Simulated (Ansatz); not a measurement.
**W: pressure up to the limit of the methods**

How does W (diamond type) answer strong compression? Methods of the runs shown: PAW. Its runs: cell relaxed at zero pressure (PAW); volume scaled by 1 (PAW); volume scaled by 0.92 (PAW); volume scaled by 0.84 (PAW); volume scaled by 0.76 (PAW); volume scaled by 0.68 (PAW); volume scaled by 0.6 (PAW); volume scaled by 0.52 (PAW); volume scaled by 0.45 (PAW).

Program: Ansatz 0.2.0. Level of theory: DFT, PBEsol, PAW with Ansatz's default frozen-core files, scalar-relativistic. These are calculated values, not measurements.

### 1 Starting point

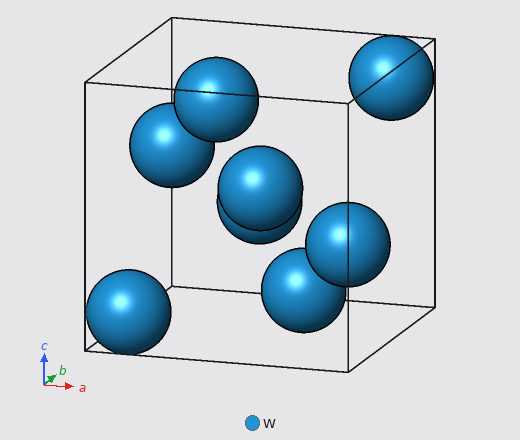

Start, viewed slightly off an axis; tungsten blue. The cell drawn here is the conventional one.

As a file:

```
CELL_PARAMETERS angstrom
0.00000 2.69717 2.69717
2.69717 0.00000 2.69717
2.69717 2.69717 0.00000
ATOMIC_POSITIONS crystal
W 0.87500 0.87500 0.87500
W 0.12500 0.12500 0.12500
```

Whether this phase is the stable one at these pressures isn't tested.

Atoms are numbered in the order of the input: W1, W2.

### 2 Cell relaxed at zero pressure, PAW

File input.yaml:

```yaml
crystal:
  lattice:
    - [0.0, 2.6971735397, 2.6971735397]
    - [2.6971735397, 0.0, 2.6971735397]
    - [2.6971735397, 2.6971735397, 0.0]
  atoms:
    - { symbol: W, position: [-0.125, -0.125, -0.125] }
    - { symbol: W, position: [0.125, 0.125, 0.125] }
kpoints:
  mp_grid: { grid: [14, 14, 14] }
scf:
  occupations: { method: fermi_dirac, width: 0.1 }
hamiltonian:
  xc: pbesol
  pseudopotentials: { kind: paw }
output:
  forces: true
  stress: true
relax:
  f_tol: 0.005
  max_steps: 40
  cell: {}
```

The run is started by

```
$ ansatz run input.yaml --threads 1 --pin off --max-ram 2048MiB --backend cpu --events-out ev --progress --plain --runs-dir out
```

Output, shortened:

```text
[...]
Pseudopotentials: kind: paw
Pseudopotential: W, paw, valence charge 14, recommended cutoff 420 eV (normal)
Functional definition: PBEsol
[...]
Crystal: 2 atoms, lattice volume = 39.243 Å³
Basis set: ecut = 420 eV, 749 PW (Γ), exchange–correlation on 54×54×54 points (8 copies of the dense FFT grid, shifted against one another)
Bands: 18, of which v1, the nominal top of the filled ones, is band 14 counted from 1 (13 counted from 0)
Symmetry: 48 space group operations
Space group: Fd-3m (ITA 227), of the structure as read, at distance tolerance 3.4e-5 Å
k-points: 104 of 2744
[...]
SCF iter   1: F=—  HF=-20506.693427 eV  |F-HF|=—  |Δ(HF+E_count)|=         —  Δρ=8.78e-3  dr2=1.34e-2  ethr=1.77e-3  ⟨swp⟩=5.0  Hψ=9043  notcnv=0
[...]
relax step   1: F+E_penalty+E_count = -20506.69287895 eV  Δ(F+E_penalty+E_count) = +0.000e0 eV  max|allowed force component| = 3.701e-17 eV/Å  Δτ_max = 0.0000 Å  P = +36.807 GPa  Ω = 39.243 Å³  (6 SCF iters, dr2 threshold 1.00e-7 eV, accepted)
[...]
relax step   2: F+E_penalty+E_count = -20507.46765936 eV  Δ(F+E_penalty+E_count) = -7.748e-1 eV  max|allowed force component| = 1.110e-16 eV/Å  Δτ_max = 0.0000 Å  P = +7.589 GPa  Ω = 45.266 Å³  energy of the carried Pulay correction = -1.499e-3 eV  (6 SCF iters, dr2 threshold 2.00e-7 eV, accepted)
[...]
relax step   3: F+E_penalty+E_count = -20507.52014002 eV  Δ(F+E_penalty+E_count) = -5.248e-2 eV  max|allowed force component| = 3.793e-16 eV/Å  Δτ_max = 0.0000 Å  P = +1.630 GPa  Ω = 47.143 Å³  energy of the carried Pulay correction = -1.924e-3 eV  (6 SCF iters, dr2 threshold 2.00e-7 eV, accepted)
[...]
SCF iter   3: F=—  HF=-20507.522917 eV  |F-HF|=—  |Δ(HF+E_count)|=   7.62e-5  Δρ=9.75e-5  dr2=5.88e-6  ethr=8.69e-7  ⟨swp⟩=2.0  Hψ=2507  notcnv=0
```

### 3 The log goes on: cell relaxed at zero pressure

Output, continued, shortened:

```text
SCF iter   4: F=—  HF=-20507.522919 eV  |F-HF|=—  |Δ(HF+E_count)|=   1.96e-6  Δρ=2.34e-5  dr2=2.08e-7  ethr=2.10e-8  ⟨swp⟩=2.3  Hψ=2816  notcnv=0
[...]
relax step   4: F+E_penalty+E_count = -20507.52291956 eV  Δ(F+E_penalty+E_count) = -2.780e-3 eV  max|allowed force component| = 2.591e-16 eV/Å  Δτ_max = 0.0000 Å  P = -0.097 GPa  Ω = 47.759 Å³  energy of the carried Pulay correction = -2.059e-3 eV  (6 SCF iters, dr2 threshold 2.00e-7 eV, accepted)
[...]
relax step   5: F+E_penalty+E_count = -20507.52293788 eV  Δ(F+E_penalty+E_count) = -1.832e-5 eV  max|allowed force component| = 2.220e-16 eV/Å  Δτ_max = 0.0000 Å  P = -0.002 GPa  Ω = 47.724 Å³  energy of the carried Pulay correction = -2.051e-3 eV  (6 SCF iters, dr2 threshold 2.33e-8 eV, accepted)
[...]
Entropy (-TS):   -0.091166 eV (-45.583 meV/atom)
Fermi energy:    12.857511 eV
[...]
--- Forces (eV/Å), atoms counted from 1 ---
  atom   1  W      0.00000000     0.00000000     0.00000000
  atom   2  W     -0.00000000    -0.00000000    -0.00000000
[...]
--- Stress (GPa, compression-positive) ---
        0.007477       0.000000       0.000000
        0.000000       0.007477      -0.000000
        0.000000      -0.000000       0.007477
  P = ⅓ Tr σ = 0.0075 GPa (0.075 kbar)
--- Relaxed structure (5 steps of the walk, 5 accepted, 1 SCFs on fresh bases) ---
  F+E_penalty+E_count = -20507.52488493 eV   max|allowed force component| = 2.683e-16 eV/Å   (the final SCF, on the basis selected at the relaxed cell)
  cell:  # Å, volume = 47.7239 Å³
    - [-2.945754235484973e-35, 2.878957437598234, 2.878957437598234]
    - [2.878957437598234, 4.673410764318145e-34, 2.878957437598234]
    - [2.878957437598234, 2.878957437598234, 7.515673748520994e-34]
  atoms:
    - { symbol: W, position: [-0.125, -0.125, -0.125] }
    - { symbol: W, position: [0.125, 0.125, 0.125] }
```

Run time: 23 s. Hardware: 1 thread of Arm Neoverse V1, shared host; peak memory 0.38 GiB.

The steps of the relaxation:

```csv
step,energy from step 1 (eV/cell),largest force component (eV/Å),pressure (GPa),volume (Å³)
1,0.0000,0.0000,36.81,39.24
2,-0.7748,0.0000,7.59,45.27
3,-0.8273,0.0000,1.63,47.14
4,-0.8300,0.0000,-0.10,47.76
5,-0.8301,0.0000,0.00,47.72
6,-0.8320,0.0000,0.01,47.72
```

Step 1 is the start. Step 6 repeats the geometry before on a plane-wave basis chosen anew for that cell, so the energy can jump there without any move; the table keeps such jumps.

| input's cell | before | after | change |
| --- | --- | --- | --- |
| a (Å) | 3.814 | 4.071 | +6.7 % |
| b (Å) | 3.814 | 4.071 | +6.7 % |
| c (Å) | 3.814 | 4.071 | +6.7 % |
| volume (Å³/atom) | 19.62 | 23.86 | +21.6 % |

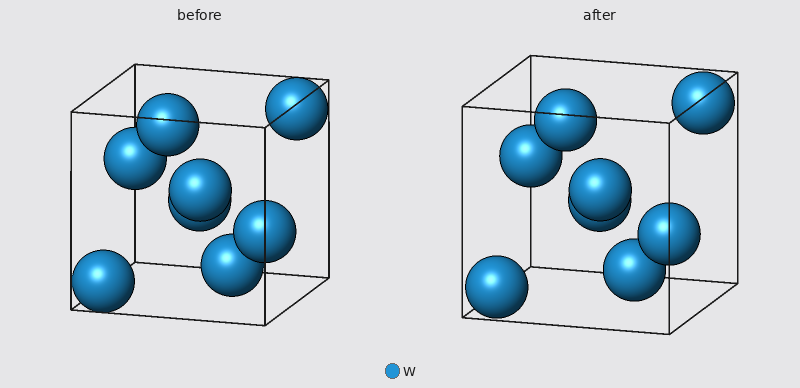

Before and after, at one scale.

### 4 Volume scaled by 1, PAW

File input.yaml:

```yaml
crystal:
  lattice:
    - [0.0, 2.8789574376, 2.8789574376]
    - [2.8789574376, 0.0, 2.8789574376]
    - [2.8789574376, 2.8789574376, 0.0]
  atoms:
    - { symbol: W, position: [-0.125, -0.125, -0.125] }
    - { symbol: W, position: [0.125, 0.125, 0.125] }
kpoints:
  mp_grid: { grid: [14, 14, 14] }
  band_path:
    path:
      - [0.0, 0.0, 0.0]
      - [0.5, 0.0, 0.5]
      - [0.625, 0.25, 0.625]
      - [0.375, 0.375, 0.75]
      - [0.0, 0.0, 0.0]
      - [0.5, 0.5, 0.5]
      - [0.5, 0.25, 0.75]
      - [0.5, 0.0, 0.5]
    npoints: 8
scf:
  occupations: { method: fermi_dirac, width: 0.1 }
hamiltonian:
  xc: pbesol
  pseudopotentials: { kind: paw }
output:
  forces: true
  stress: true
  eigenvalues: true
  populations: true
  dos: { projected: true, de: 0.2, e_range: [-14, 8] }
```

The run is started by

```
$ ansatz run input.yaml --threads 1 --pin off --max-ram 2048MiB --backend cpu --events-out ev --progress --plain --runs-dir out
```

Output:

```text
Engine: ansatz 0.2.0
[... 3 set-up lines as earlier in the session ...]
  exchange = pbesol_x
  correlation = pbesol_c
Crystal: 2 atoms, lattice volume = 47.724 Å³
Basis set: ecut = 420 eV, 941 PW (Γ), exchange–correlation on 60×60×60 points (8 copies of the dense FFT grid, shifted against one another)
Bands: 18, of which v1, the nominal top of the filled ones, is band 14 counted from 1 (13 counted from 0)
[... 1 set-up line as earlier in the session ...]
Space group: Fd-3m (ITA 227), of the structure as read, at distance tolerance 3.6e-5 Å
k-points: 104 of 2744
Non-local potential: W, projectors of the file, l = 0: 3, l = 1: 2, l = 2: 2, l = 3: 1
PAW form: soft (Blöchl's): semilocal exchange-correlation on the pseudo side does not see the compensation charge
PAW frozen core: W, regenerated for the run's functional, and the local potential with it (the file was generated under x = pbe(κ = 0.804, μ = 0.2195149727645171), c = pbe(β = 0.06672455060314922))
PAW one-centre angular grid: W, 590 points (default); XC on 64 Gauss nodes
Initial density: superposition of atomic densities (neutral atoms: chi_scale 0, normalization atom), corrected by the library's trained network
Initial wavefunctions: pseudopotential atomic-orbital guess
Functional: x = pbesol(κ = 0.804, μ = 0.12345679012345678), c = pbesol(β = 0.046)
SCF iter   1: F=—  HF=-20507.524396 eV  |F-HF|=—  |Δ(HF+E_count)|=         —  Δρ=5.66e-3  dr2=5.86e-3  ethr=1.77e-3  ⟨swp⟩=5.1  Hψ=8842  notcnv=0
preconditioner: auto → Kerker (q_TF=auto, 2.496 Å⁻¹)  [metal: Δε(μ)=0.019 eV  Ē_g=4.077 eV  σ=0.100 eV  W_gap=0.05  n_scr=14 (ndim 8)  ℏωp=18.6 eV  f_vac=0.000  D(μ)=2.79/eV (n_scr^D=26)]
SCF iter   2: F=—  HF=-20507.524510 eV  |F-HF|=—  |Δ(HF+E_count)|=   1.14e-4  Δρ=3.03e-3  dr2=1.66e-3  ethr=2.09e-5  ⟨swp⟩=1.3  Hψ=3066  notcnv=0
SCF iter   3: F=—  HF=-20507.524854 eV  |F-HF|=—  |Δ(HF+E_count)|=   3.44e-4  Δρ=3.54e-4  dr2=3.99e-5  ethr=5.93e-6  ⟨swp⟩=3.0  Hψ=3267  notcnv=0
SCF iter   4: F=—  HF=-20507.524884 eV  |F-HF|=—  |Δ(HF+E_count)|=   3.04e-5  Δρ=5.92e-5  dr2=1.06e-6  ethr=1.43e-7  ⟨swp⟩=2.1  Hψ=2244  notcnv=0
iter 5 did not close the SCF: its close was put off for the readings that it lacked (scf_convergence_deferred on its scf_iter line)
SCF iter   5: F=-20507.524885 eV  HF=-20507.524885 eV  |F-HF|=6.48e-10  |Δ(HF+E_count)|=   6.11e-7  Δρ=1.17e-5  dr2=9.10e-8  ethr=3.77e-9  ⟨swp⟩=2.2  Hψ=2790  notcnv=0
SCF iter   6: F=-20507.524885 eV  HF=-20507.524885 eV  |F-HF|=7.28e-11  |Δ(HF+E_count)|=   2.04e-8  Δρ=3.36e-6  dr2=8.31e-9  ethr=3.25e-10  ⟨swp⟩=2.4  Hψ=6322  notcnv=0
SCF 1 converged in 6 iterations: F = -20507.524885 eV  dr2 = 8.31e-9
NSCF: frozen V_eff on 57 k-points
SCF converged after 6 iterations
Free energy (F): -20507.524885 eV
Harris-Foulkes:  -20507.524885 eV  (|F-HF|=7.28e-11)
Internal energy: -20507.433719 eV  (E = F + TS)
E sigma→0 (E₀):  -20507.479302 eV
Entropy (-TS):   -0.091166 eV (-45.583 meV/atom)
Fermi energy:    12.857553 eV
--- Per-component energies (eV) ---
  E_band       = -400.418402
  E_kinetic    = 894.503129
  E_local      = -2174.260418  (includes V_loc(G=0)·N_el)
  E_nonlocal   = 16.536109
  E_hartree    = 793.913771
  E_xc         = -524.342907
  E_vxc        = -469.576050  (∫ρ·V_xc dr)
  E_paw        = -16873.804957  (= ΣΔE_a)
  E_vpaw       = -255.451256  (= ΣTr[D̂ρ^β])
  E_aug_tail   = -0.000139  (compensation charges beyond the density's cutoff)
  E_ewald      = -2640.421892
  E_core_change = 0.443584  (= ΣΔE_core)
  E_smearing   = -0.091166  (= −TS)
  E_closure    = 0.000000  (closes the sum)
  Σ components = -20507.524885   (vs F -20507.524885, Δ=0.00e0)
--- Forces (eV/Å), atoms counted from 1 ---
  atom   1  W     -0.00000000    -0.00000000     0.00000000
  atom   2  W     -0.00000000     0.00000000    -0.00000000
  max |Σ_I F_I| component: 5.55e-17 eV/Å
--- Stress (GPa, compression-positive) ---
        0.007590       0.000000      -0.000000
        0.000000       0.007590      -0.000000
        0.000000       0.000000       0.007590
  P = ⅓ Tr σ = 0.0076 GPa (0.076 kbar)
--- Band table (eV; the first three rows and the last of 104) ---
  k-point 0: bands = ["-60.1880", "-59.8236", "-24.8500", "-24.8500", "-24.8500", "-23.8412", "-23.8412", "-23.8412", "6.5605", "10.8610", "10.8610", "11.7367", "11.7367", "11.7367", "14.4337", "14.4337", "14.4337", "18.3366"]
  k-point 1: bands = ["-60.1846", "-59.8271", "-24.8561", "-24.8561", "-24.8491", "-23.8426", "-23.8346", "-23.8346", "6.6537", "10.8065", "10.8065", "11.7194", "11.8359", "11.8359", "14.2706", "14.4163", "14.4163", "18.3192"]
  k-point 2: bands = ["-60.1749", "-59.8372", "-24.8729", "-24.8729", "-24.8469", "-23.8464", "-23.8165", "-23.8165", "6.9262", "10.7144", "10.7144", "11.6747", "12.0345", "12.0345", "13.8429", "14.3957", "14.3957", "18.2625"]
  k-point 103: bands = ["-60.0075", "-60.0075", "-25.0769", "-25.0769", "-24.3527", "-24.3527", "-23.6019", "-23.6019", "9.8858", "9.8858", "11.1922", "11.1922", "12.7329", "12.7329", "13.2304", "13.2304", "17.5408", "17.5408"]
--- Löwdin populations: 2 sites ---
  site symbol       q [e]
     0      W     13.9539
     1      W     13.9539
  spilling = 0.003292 (of n_electrons = 28.000000)
```

Run time: 6.7 s. Hardware: 1 thread of Arm Neoverse V1, shared host; peak memory 0.35 GiB.

Read from it: pressure 0.01 GPa; no gap.

Levels at the path's labelled points, in eV from the Fermi level:

```csv
point,band 11,band 12,band 13,band 14,band 15,band 16,band 17
Γ,-2.00,-1.12,-1.12,-1.12,1.58,1.58,1.58
X,-1.27,-1.27,-1.22,-1.22,1.06,1.06,4.75
U,-1.96,-1.67,-1.15,0.40,0.63,0.96,3.03
K,-1.96,-1.67,-1.15,0.40,0.63,0.96,3.03
Γ,-2.00,-1.12,-1.12,-1.12,1.58,1.58,1.58
L,-1.77,-1.77,-1.31,-1.31,-0.38,2.78,2.78
W,-1.67,-1.67,0.02,0.02,0.24,0.24,4.70
X,-1.27,-1.27,-1.22,-1.22,1.06,1.06,4.75
```

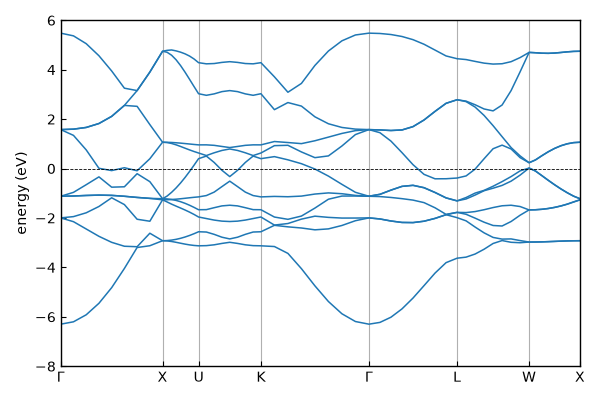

The leg U–K joins two equivalent points. Bands along the path, counted from its Fermi level.

States per cell, counted by energy window (eV from the Fermi level, on a grid of 0.20 eV):

```csv
from,to,total,W 5d,W 6s
-7,-6,0.01,0.00,0.01
-6,-5,0.18,0.00,0.17
-5,-4,0.37,0.03,0.33
-4,-3,0.93,0.38,0.53
-3,-2,3.30,2.92,0.35
-2,-1,3.59,3.33,0.22
-1,0,3.33,2.91,0.34
0,1,2.29,1.89,0.21
1,2,1.69,1.51,0.05
2,3,1.86,1.48,0.17
3,4,1.05,0.72,0.11
4,5,1.29,0.98,0.12
```

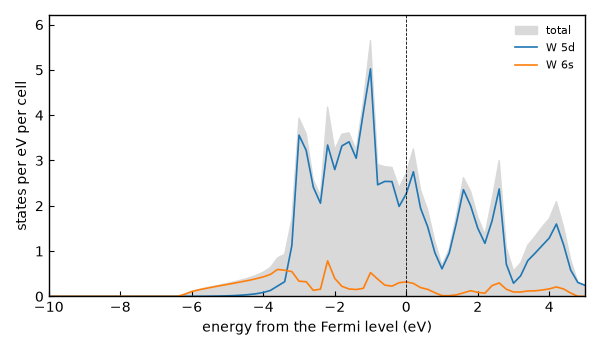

Density of states, total and projected.

### 5 Volume scaled by 0.92, PAW

File input.yaml:

```yaml
crystal:
  lattice:
    - [0.0, 2.800041835, 2.800041835]
    - [2.800041835, 0.0, 2.800041835]
    - [2.800041835, 2.800041835, 0.0]
  atoms:
    - { symbol: W, position: [-0.125, -0.125, -0.125] }
    - { symbol: W, position: [0.125, 0.125, 0.125] }
kpoints:
  mp_grid: { grid: [14, 14, 14] }
scf:
  occupations: { method: fermi_dirac, width: 0.1 }
hamiltonian:
  xc: pbesol
  pseudopotentials: { kind: paw }
output:
  forces: true
  stress: true
  eigenvalues: true
  populations: true
  write_density: true
  write_potential: true
  elf: true
  volumetric_format: npy
```

The run is started by

```
$ ansatz run input.yaml --threads 1 --pin off --max-ram 2048MiB --backend cpu --events-out ev --progress --plain --runs-dir out
```

Output, shortened:

```text
[...]
[... 3 set-up lines as earlier in the session ...]
[...]
Crystal: 2 atoms, lattice volume = 43.906 Å³
Basis set: ecut = 420 eV, 869 PW (Γ), exchange–correlation on 54×54×54 points (8 copies of the dense FFT grid, shifted against one another)
Bands: 18, of which v1, the nominal top of the filled ones, is band 14 counted from 1 (13 counted from 0)
[... 1 set-up line as earlier in the session ...]
Space group: Fd-3m (ITA 227), of the structure as read, at distance tolerance 3.5e-5 Å
k-points: 104 of 2744
[...]
SCF iter   1: F=—  HF=-20507.383740 eV  |F-HF|=—  |Δ(HF+E_count)|=         —  Δρ=7.04e-3  dr2=9.65e-3  ethr=1.77e-3  ⟨swp⟩=5.0  Hψ=8953  notcnv=0
[...]
SCF iter   6: F=-20507.383625 eV  HF=-20507.383625 eV  |F-HF|=2.14e-9  |Δ(HF+E_count)|=   9.90e-9  Δρ=4.84e-6  dr2=1.31e-8  ethr=3.57e-10  ⟨swp⟩=8.8  Hψ=11534  notcnv=0
[...]
SCF converged after 6 iterations
Free energy (F): -20507.383625 eV
[...]
E sigma→0 (E₀):  -20507.343180 eV
Entropy (-TS):   -0.080890 eV (-40.445 meV/atom)
Fermi energy:    14.379432 eV
[...]
--- Forces (eV/Å), atoms counted from 1 ---
  atom   1  W      0.00000000    -0.00000000     0.00000000
  atom   2  W      0.00000000    -0.00000000     0.00000000
[...]
--- Stress (GPa, compression-positive) ---
       12.663772       0.000000      -0.000000
        0.000000      12.663772       0.000000
        0.000000       0.000000      12.663772
  P = ⅓ Tr σ = 12.6638 GPa (126.638 kbar)
--- Band table (eV; the first three rows and the last of 104) ---
  k-point 0: bands = ["-58.6538", "-58.1547", "-23.4351", "-23.4351", "-23.4351", "-22.1775", "-22.1775", "-22.1775", "7.7428", "12.0308", "12.0308", "13.1441", "13.1441", "13.1441", "16.0535", "16.0535", "16.0535", "20.3924"]
[...]
--- Löwdin populations: 2 sites ---
  site symbol       q [e]
     0      W     13.9601
     1      W     13.9601
  spilling = 0.002847 (of n_electrons = 28.000000)
```

Wall time 6.1 s (1 thread of Arm Neoverse V1, shared host); peak memory 0.34 GiB.

Result: pressure 12.66 GPa; no gap.

The fields are shown in the conventional cell of this run's space group, carried over from its grid by interpolation.

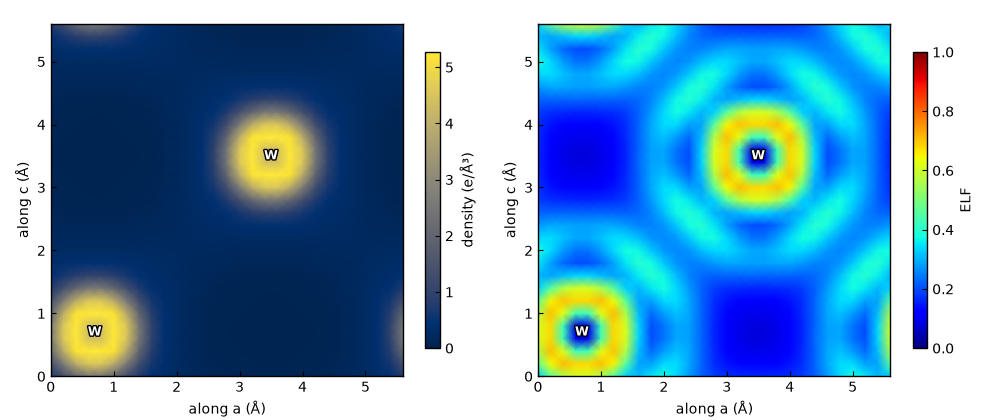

Density (left) and ELF (right) in a lattice plane of the grid's cell (edges 5.60 and 5.60 Å, at 0.125 of the third edge), which holds W. Only atoms in the plane are labelled. Both are smooth fields of the valence electrons: close to the nuclei they are not physical.

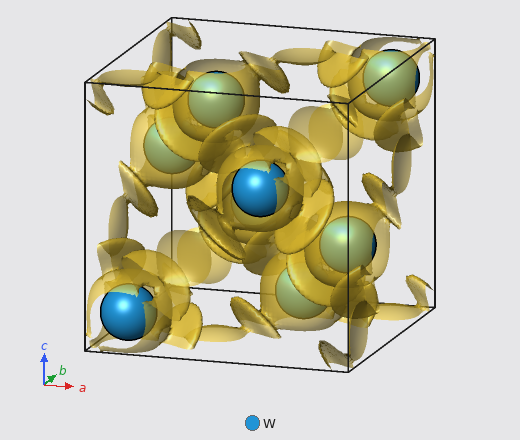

Surface of ELF = 0.40, drawn in one cell.

Maxima of ELF outside the ion cores: 0.46 on the W–W line, 1.2 Å from W.

### 6 Volume scaled by 0.84, PAW

File input.yaml:

```yaml
crystal:
  lattice:
    - [0.0, 2.7164080346, 2.7164080346]
    - [2.7164080346, 0.0, 2.7164080346]
    - [2.7164080346, 2.7164080346, 0.0]
  atoms:
    - { symbol: W, position: [-0.125, -0.125, -0.125] }
    - { symbol: W, position: [0.125, 0.125, 0.125] }
kpoints:
  mp_grid: { grid: [14, 14, 14] }
scf:
  occupations: { method: fermi_dirac, width: 0.1 }
hamiltonian:
  xc: pbesol
  pseudopotentials: { kind: paw }
output:
  forces: true
  stress: true
  eigenvalues: true
  populations: true
```

The run is started by

```
$ ansatz run input.yaml --threads 1 --pin off --max-ram 2048MiB --backend cpu --events-out ev --progress --plain --runs-dir out
```

Output, shortened:

```text
[...]
[... 3 set-up lines as earlier in the session ...]
[...]
Crystal: 2 atoms, lattice volume = 40.088 Å³
Basis set: ecut = 420 eV, 749 PW (Γ), exchange–correlation on 54×54×54 points (8 copies of the dense FFT grid, shifted against one another)
Bands: 18, of which v1, the nominal top of the filled ones, is band 14 counted from 1 (13 counted from 0)
[... 2 set-up lines as earlier in the session ...]
k-points: 104 of 2744
[...]
SCF iter   1: F=—  HF=-20506.873434 eV  |F-HF|=—  |Δ(HF+E_count)|=         —  Δρ=8.50e-3  dr2=1.30e-2  ethr=1.77e-3  ⟨swp⟩=5.0  Hψ=9060  notcnv=0
[...]
SCF iter   6: F=-20506.872836 eV  HF=-20506.872836 eV  |F-HF|=2.01e-9  |Δ(HF+E_count)|=   1.87e-8  Δρ=3.84e-6  dr2=8.01e-9  ethr=3.14e-10  ⟨swp⟩=2.7  Hψ=6287  notcnv=0
[...]
SCF converged after 6 iterations
Free energy (F): -20506.872836 eV
[...]
E sigma→0 (E₀):  -20506.838501 eV
Entropy (-TS):   -0.068670 eV (-34.335 meV/atom)
Fermi energy:    16.198678 eV
[...]
--- Forces (eV/Å), atoms counted from 1 ---
  atom   1  W     -0.00000000     0.00000000    -0.00000000
  atom   2  W     -0.00000000    -0.00000000     0.00000000
[...]
--- Stress (GPa, compression-positive) ---
       31.476491      -0.000000      -0.000000
       -0.000000      31.476491       0.000000
        0.000000      -0.000000      31.476491
  P = ⅓ Tr σ = 31.4765 GPa (314.765 kbar)
--- Band table (eV; the first three rows and the last of 104) ---
  k-point 0: bands = ["-56.8925", "-56.1975", "-21.8160", "-21.8160", "-21.8160", "-20.2339", "-20.2339", "-20.2339", "9.1643", "13.3974", "13.3974", "14.8161", "14.8161", "14.8161", "17.9850", "17.9850", "17.9850", "22.8212"]
[...]
--- Löwdin populations: 2 sites ---
  site symbol       q [e]
     0      W     13.9654
     1      W     13.9654
  spilling = 0.002470 (of n_electrons = 28.000000)
```

Run time: 5 s. Hardware: 1 thread of Arm Neoverse V1, shared host; peak memory 0.34 GiB.

This run gives: pressure 31.48 GPa; no gap.

(Part 1 of 2 ends here.)
